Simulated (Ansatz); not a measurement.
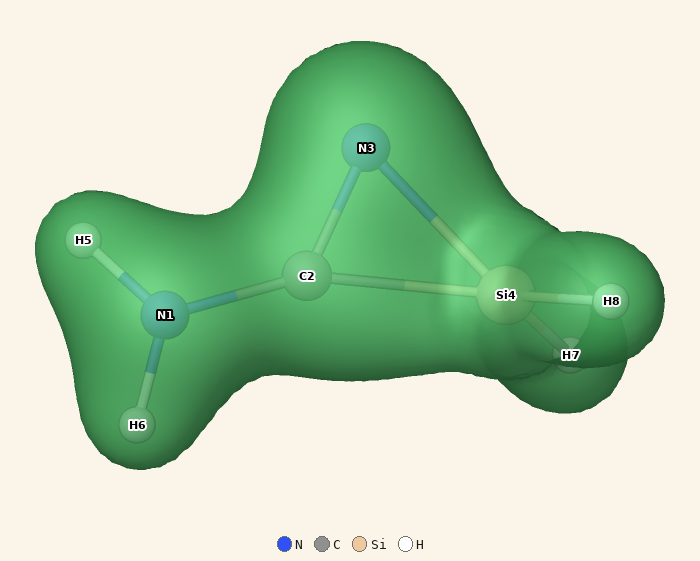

Figure 1: CH$_{4}$N$_{2}$Si. Isosurface of the electron density at 0.4 e/Å³ (green), seen across its widest extent.

Theory: RKS PBE0-D4/cc-pVDZ in Ansatz 0.2.0.

```json
{"atom": "N", "x (Å)": "-0.3993", "y (Å)": "1.5839", "z (Å)": "-0.1511"}
{"atom": "C", "x (Å)": "0.1067", "y (Å)": "0.3488", "z (Å)": "0.0436"}
{"atom": "N", "x (Å)": "1.2797", "y (Å)": "-0.0511", "z (Å)": "0.4166"}
{"atom": "Si", "x (Å)": "0.1323", "y (Å)": "-1.4402", "z (Å)": "0.2050"}
{"atom": "H", "x (Å)": "0.2715", "y (Å)": "2.3428", "z (Å)": "-0.2344"}
{"atom": "H", "x (Å)": "-1.2445", "y (Å)": "1.6695", "z (Å)": "-0.6969"}
{"atom": "H", "x (Å)": "0.2765", "y (Å)": "-2.3239", "z (Å)": "-0.9879"}
{"atom": "H", "x (Å)": "-0.4230", "y (Å)": "-2.1297", "z (Å)": "1.4051"}
```

### Which contacts does the surface bridge?

At this value the surface is in one piece. It bridges the shortest C–N (1.29 Å), C–Si (1.80 Å), Si–N (1.81 Å) and N–H (1.01 Å) contacts, where the density stays above the isovalue. On the grid the lowest density along these lines, outside the cores, is 2.5 e/Å³ (C–N, 1.29 Å), 0.72 e/Å³ (C–Si, 1.80 Å), 0.71 e/Å³ (Si–N, 1.81 Å) and 2.2 e/Å³ (N–H, 1.01 Å).
